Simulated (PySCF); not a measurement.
# [HO2]− (hydroperoxide(1-)): CCSD(T)/def2-TZVPPD

Aim: the vertical ionisation energy of [HO2]− (hydroperoxide(1-)) at CCSD(T)/def2-TZVPPD, from 2 runs. The job is set up through a Python script.

The calculation is run with PySCF 2.14.0.

1 further run of the same task is left out (set aside as unsound or not needed).

## 1. The structure to begin with

[HO2]− has 3 atoms, charge -1, and is taken as a singlet. As SMILES, `[O-]O`. The coordinates come from a PBE0-D4/def2-TZVPD relaxation.

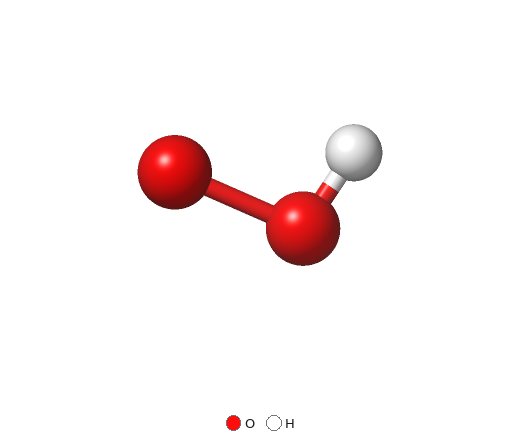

The structure, seen from a chosen angle (oxygen red, hydrogen white).

## 2. A single-point energy at CCSD(T)/def2-TZVPPD

Input file mol.xyz:

```xyz
3
HO2
O     -0.357760     1.025590    -0.080830
O     -0.242260    -0.445880    -0.180750
H      0.600030    -0.579720     0.261570
```

Input file job.py:

```python
from pyscf import gto, scf, cc

mol = gto.Mole()
mol.atom = 'mol.xyz'
mol.verbose = 3
mol.spin = 0
mol.basis = 'def2-tzvppd'
mol.max_memory = 1860
mol.charge = -1
mol.build()

mf = scf.RHF(mol)
mf.conv_tol = 1e-10
mf.kernel()
if not mf.converged:
    mf = mf.newton().run(mf.mo_coeff, mf.mo_occ)

mycc = cc.CCSD(mf, frozen=2)
mycc.kernel()
e_t = mycc.ccsd_t()
energy = mycc.e_tot + e_t
print('Final energy', energy)
```

Command:

```bash
OMP_NUM_THREADS=1 python job.py
```

What it wrote:

```text
converged SCF energy = -150.224954632675
E(CCSD) = -150.7351252535  E_corr = -0.5101706208250587
CCSD(T) correction = -0.0218324349650382
Final energy -150.75695768846504
```

It took 43 s on 1 thread of Arm Neoverse N1, shared host; peak memory 0.57 GiB.

## 3. Doublet neutral HO2, same level

Input file run.py:

```python
from pyscf import gto, scf, cc

molecule = gto.Mole()
molecule.atom = [
    ('O', (-0.357760, 1.025590, -0.080830)),
    ('O', (-0.242260, -0.445880, -0.180750)),
    ('H', (0.600030, -0.579720, 0.261570)),
]
molecule.max_memory = 1860
molecule.basis = 'def2-tzvppd'
molecule.spin = 1
molecule.charge = 0
molecule.verbose = 3
molecule.build()

mf = scf.UHF(molecule)
mf.conv_tol = 1e-10
mf.kernel()
if not mf.converged:
    mf = mf.newton().run(mf.mo_coeff, mf.mo_occ)

mycc = cc.CCSD(mf, frozen=2)
mycc.kernel()
e_t = mycc.ccsd_t()
e_final = mycc.e_tot + e_t
print('E(%s) = %.9f' % ('CCSD(T)', e_final))
```

Command:

```bash
OMP_NUM_THREADS=1 python run.py
```

What it wrote:

```text
converged SCF energy = -150.229100825078  <S^2> = 0.85591386  2S+1 = 2.1032488
E(UCCSD) = -150.6927426510938  E_corr = -0.4636418260160646
UCCSD(T) correction = -0.0194965769050789
E(CCSD(T)) = -150.712239228
```

Wall time 3.2 min (1 thread of Arm Neoverse N1, shared host); peak memory 3.7 GiB.

## 4. Outcome

At CCSD(T)/def2-TZVPPD, 2 core orbitals frozen:

| quantity | value |
| --- | --- |
| singlet [HO2]−: total energy | -150.75696 Eh |
| singlet [HO2]−: HOMO energy (Hartree–Fock orbitals) | -2.98 eV |
| singlet [HO2]−: LUMO energy (Hartree–Fock orbitals) | 6.27 eV |
| singlet [HO2]−: HOMO–LUMO gap (to an unbound level, set by the basis) | 9.25 eV |
| singlet [HO2]−: correlation energy (2 core orbitals frozen) | -532.0 mEh |
| singlet [HO2]−: (T) correction | -21.83 mEh |
| singlet [HO2]−: T1 diagnostic | 0.023 |
| doublet neutral HO2: total energy | -150.71224 Eh |
| doublet neutral HO2: dipole moment (Hartree–Fock density) | 1.84 D |
| doublet neutral HO2: HOMO energy (Hartree–Fock orbitals) (highest over α and β) | -13.93 eV |
| doublet neutral HO2: LUMO energy (Hartree–Fock orbitals) (lowest over α and β) | 1.87 eV |
| doublet neutral HO2: correlation energy (2 core orbitals frozen) | -483.1 mEh |
| doublet neutral HO2: (T) correction | -19.50 mEh |
| doublet neutral HO2: ⟨S²⟩ of the reference determinant | 0.856 |
| doublet neutral HO2: T1 diagnostic | 0.051 |
| vertical detachment energy (to the doublet neutral) | 1.217 eV |

**Reading.** The vertical ionisation energy comes to 1.22 eV (117 kJ/mol). The T1 diagnostic (singlet [HO2]−) of 0.023 is above the customary mark for such species, so a single reference may not serve. The triples (singlet [HO2]−) make up 4.1 % of the correlation energy. ⟨S²⟩ (doublet neutral HO2) is 0.86 where a pure doublet has 0.75: the reference is spin-contaminated. The T1 diagnostic (doublet neutral HO2) of 0.051 is above the customary mark for such species, so a single reference may not serve. Mulliken charges (doublet neutral HO2) of the mean-field density run from -0.20 on O2 to +0.25 on H3; in a basis this large or diffuse they mean little.
